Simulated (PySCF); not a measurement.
```xyz
21

C     2.9281   -0.0245   -1.8750
N     1.9037   -0.4158   -1.2776
Si    1.0110    0.1813    0.0655
C     0.6454   -1.2906    1.2087
C    -0.7884   -1.6574    0.8626
F    -1.3840   -2.3435    1.9113
C    -1.5706   -0.3872    0.5546
C    -0.7959    0.3925   -0.5068
Si   -1.4503    2.1583   -0.7366
H     3.2876   -0.5843   -2.7342
H     3.5113    0.8557   -1.5958
H     1.5252    1.3402    0.8100
H     0.6759   -0.9805    2.2523
H     1.3049   -2.1482    1.1037
H    -0.8216   -2.3424    0.0068
H    -1.6468    0.1941    1.4767
H    -2.5837   -0.6283    0.2270
H    -0.9037   -0.1352   -1.4596
H    -1.3358    2.8918    0.5257
H    -0.6618    2.8269   -1.7740
H    -2.8596    2.1141   -1.1384
```

Geometry: GFN2-xTB.

All numbers below come from PBE0/pcSseg-1, SCF density, gas phase, non-relativistic in PySCF.

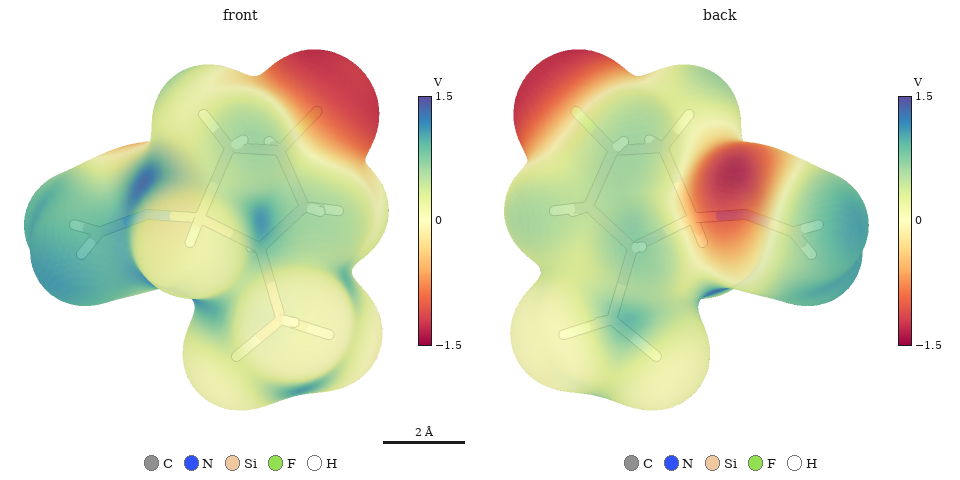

C5H12FNSi2. The molecular electrostatic potential painted on the density surface at 0.002 e/bohr³, seen from the front and from behind; red is negative and blue positive.

Q: Describe the electrostatic potential map.

A: The most negative region (about −1.3 V) lies over N2 and F6, the most positive (about +1.2 V) over Si3.

Q: What dipole moment does the calculation give?

A: Its dipole moment is 3.00 D.
